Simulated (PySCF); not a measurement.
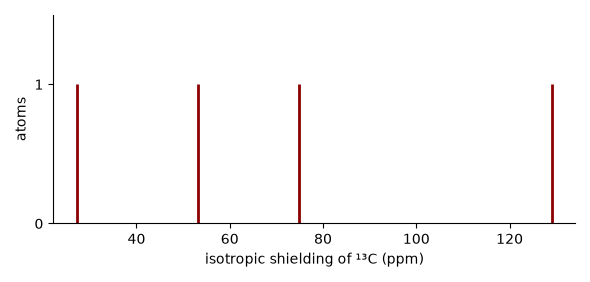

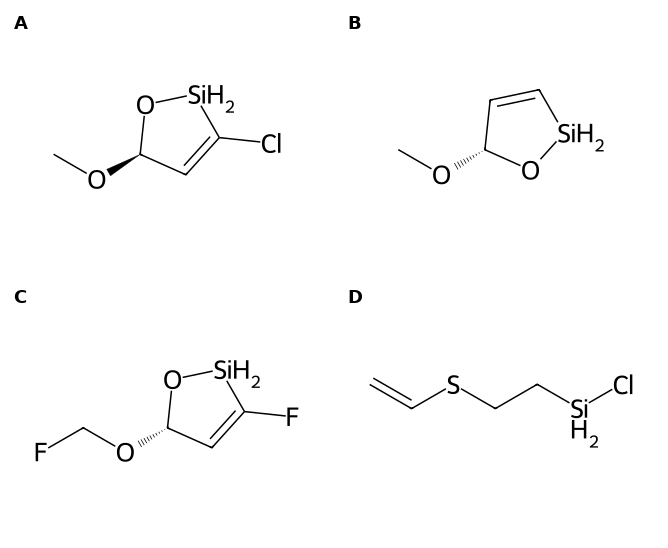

The sticks are computed shieldings of one of the molecules, for one fixed geometry (GFN2-xTB) without averaging over rotations. Low shielding means a high chemical shift. Method: GIAO PBE0/pcSseg-1 NMR shielding, non-relativistic, gas phase (PySCF 2.14.0).

> Match the spectrum to a structure.

B, `CO[C@@H]1C=C[SiH2]O1`. Its 4 C atoms give lines at 27.2, 53.2, 74.9, 129.0 ppm.

The geometry is semi-empirical. Around Si such bond lengths and angles can be off by a tenth of an ångström or more and by several degrees, and values that hang on the shape move with them.
